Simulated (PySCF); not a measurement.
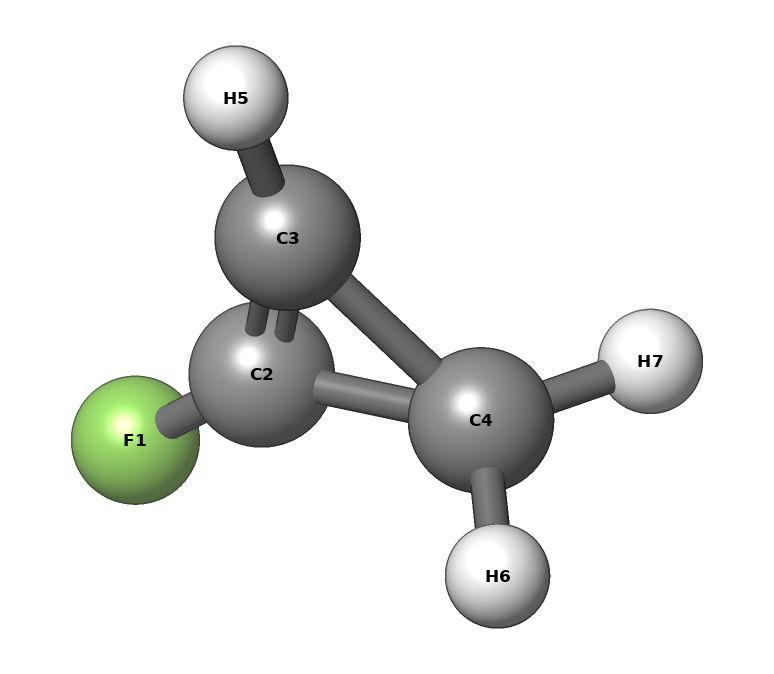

The computed structure is the end point of a PBE0-D3(BJ)/def2-SVP optimisation. No frequency run is at hand to confirm it as a minimum. Level of theory: B3LYP/pcJ-1 indirect spin-spin coupling, non-relativistic, gas phase (PySCF 2.14.0). Isotopes: 13C, 19F, 1H.

Give the spin–spin coupling constants of these pairs, with the number of bonds between them: F1/C2, C4/H7, F1/C3, C2/H6, C3/H7, F1/H5, H5/H6.

| pair | bonds apart | J (Hz) |
| --- | --- | --- |
| F1, C2 | 1 | −497.4 |
| C4, H7 | 1 | 174.3 |
| F1, C3 | 2 | −27.8 |
| C2, H6 | 2 | −7.0 |
| C3, H7 | 2 | −1.1 |
| F1, H5 | 3 | −6.8 |
| H5, H6 | 3 | −3.1 |

Density functionals are unreliable for couplings to fluorine, so those rows may be far off.
